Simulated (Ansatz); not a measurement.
Consider AlBrCl₂···HCl.

```yaml
atoms:
  - { symbol: Al, position_ang: [-0.9817, 0.5118, -0.0499] }
  - { symbol: Cl, position_ang: [2.3348, -0.5685, -0.5425] }
  - { symbol: Cl, position_ang: [-1.7345, 0.0277, -1.9300] }
  - { symbol: Cl, position_ang: [-0.5906, 2.4771, 0.5159] }
  - { symbol: H, position_ang: [1.7682, -1.2485, 0.4280] }
  - { symbol: Br, position_ang: [-0.7961, -1.1997, 1.5786] }
```

Not at a stationary point (largest force 1.3 eV/Å).

Method: Ansatz, RKS B3LYP-D4/def2-SVP.

What can the converged electron density and electron localisation function tell about the bonding?

Al–Cl (2.08 Å): ρ is about 0.73 e/Å³ halfway; the ELF peaks at about 0.85 in the valence shell of Cl, 0.9 Å from its nucleus, and is about 0.80 at the midpoint.

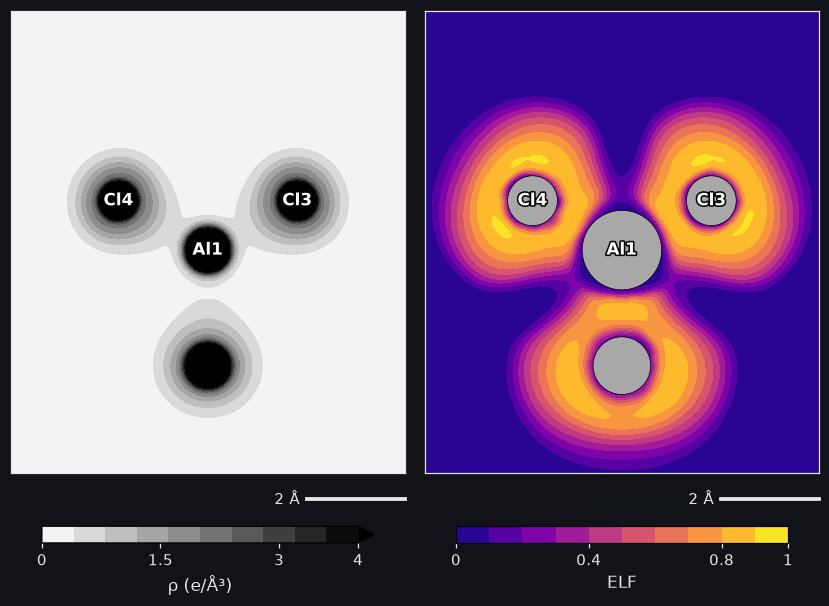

Computed electron density and electron localisation function on the plane of atoms Cl3, Al1 and Cl4, in this order. Grey discs cover the atomic cores in the ELF map. 
